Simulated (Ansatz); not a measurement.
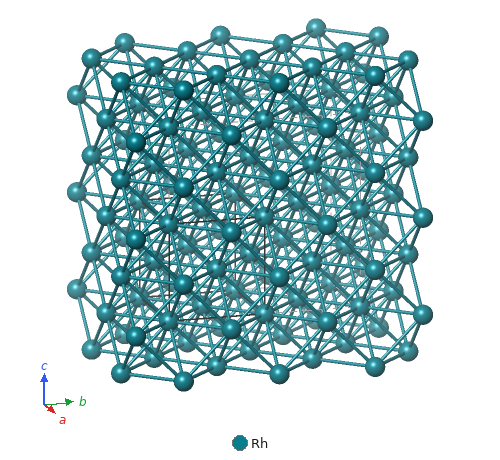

Rh (space group Fm-3m, No. 225). Coordinates: the end point of a relaxation with DFT, PBE, PAW with Ansatz's default frozen-core files, scalar-relativistic in Ansatz; the starting structure was generated, so it need not be a known form of this composition.

Bonds are taken as Rh–Rh below 3 Å. Atoms with one bond or none are removed and atoms with two bonds are replaced by edges, until no such atom is left.

Q: What kind of net remains, and which atoms are its nodes?

A: A uninodal 12-connected, three-periodic net: Rh is a 12-connected node.

Q: Name the underlying net.

A: It is the fcu net, known from cubic close packing.

Q: Is the net interpenetrated?

A: It is a single net, without interpenetration.

Q: How many nodes does the smallest cycle have?

A: Three.

The simplified net, drawn on the atoms' positions. Nodes are coloured by element. Short stubs are edges that leave the cut-out.

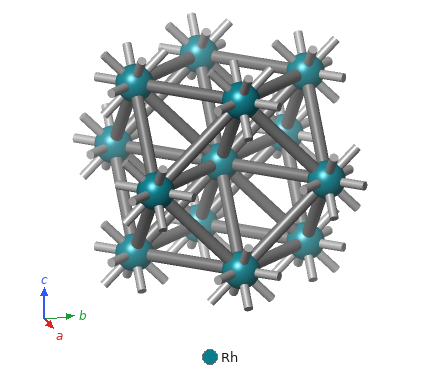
